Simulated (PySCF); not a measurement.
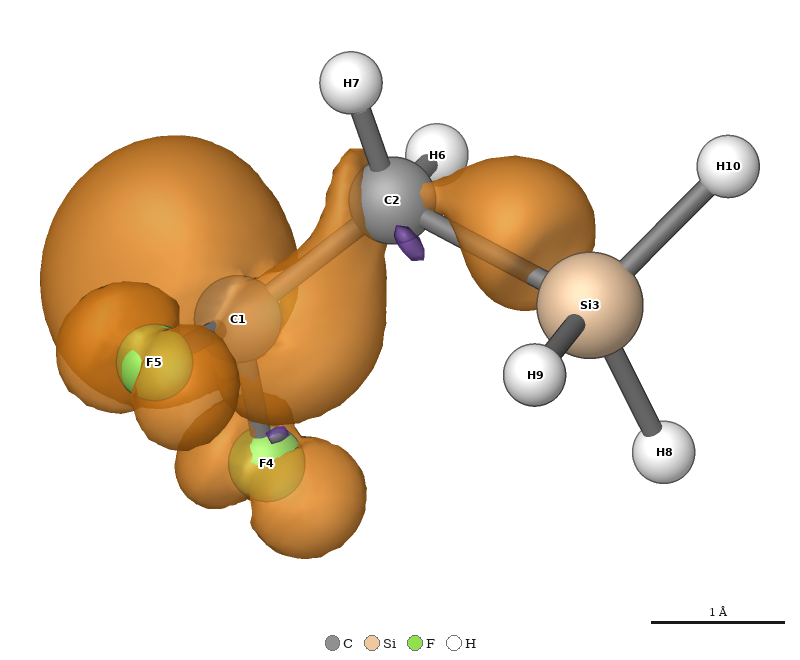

*C₂H₅F₂Si (SMILES F[C](F)C[SiH3]) (doublet). Isosurfaces of the spin density at +0.02 (orange) and −0.02 e/Å³ (purple), seen at a tilt.*

Geometry: PBE0-D3(BJ)/def2-SVP.

Computed with UKS B3LYP, IGLO-III on C F Si, pcH-1 on H, non-relativistic, mean-field spin-orbit, GIAO in PySCF 2.14.0, density-fitted response routines.

```yaml
atoms:
  - { symbol: C, position_ang: [-0.6226, -1.2116, 0.8533] }
  - { symbol: C, position_ang: [-0.8205, 0.0344, 0.0746] }
  - { symbol: Si, position_ang: [0.7853, 0.8014, -0.6259] }
  - { symbol: F, position_ang: [-0.0935, -2.2275, 0.1781] }
  - { symbol: F, position_ang: [0.0102, -1.0645, 2.0116] }
  - { symbol: H, position_ang: [-1.4981, -0.1686, -0.7694] }
  - { symbol: H, position_ang: [-1.3114, 0.7813, 0.7172] }
  - { symbol: H, position_ang: [1.3971, -0.1169, -1.6296] }
  - { symbol: H, position_ang: [1.7570, 1.0512, 0.4779] }
  - { symbol: H, position_ang: [0.4376, 2.0953, -1.2861] }
```

### Describe the spin distribution.

The unpaired spin (1 electron) lies mostly on C1 (about 0.6), F5 (about 0.1) and F4 (about 0.1), in electrons by Hirshfeld's partition.
